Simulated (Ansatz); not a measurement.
ZrO2, pressure series

Take ZrO$_{2}$ (space group P4_2/nmc, No. 137; a = 3.6208 Å, c = 5.2843 Å) as the base.

Cell and atoms are relaxed at each pressure.

Levels (all Ansatz, an electronic-structure program, PAW, earlier PAW set): PBE (420 eV, no spin-orbit coupling); PBEsol (420 eV, without spin-orbit coupling).

The base cell above is that of PBE; each level relaxes its own structures.

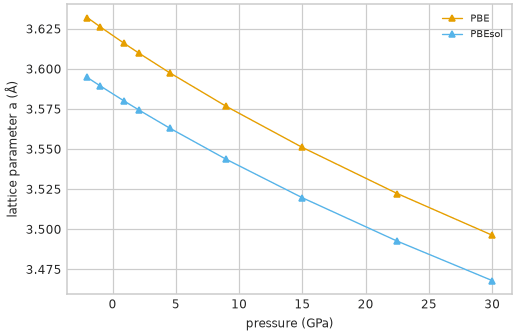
*Lattice parameter a under two levels*

### Question
How do the two levels compare along the series?

### Answer
PBE lies above PBEsol in every row, by 0.028 Å to 0.037 Å. They put the cases in the same order.

Load acts through the strain it causes; cell and atoms are relaxed under it. Whether these cells are dynamically stable was not tested. No other phases were tried under pressure. This is not the structure that ZrO2 has at room temperature and ambient pressure.
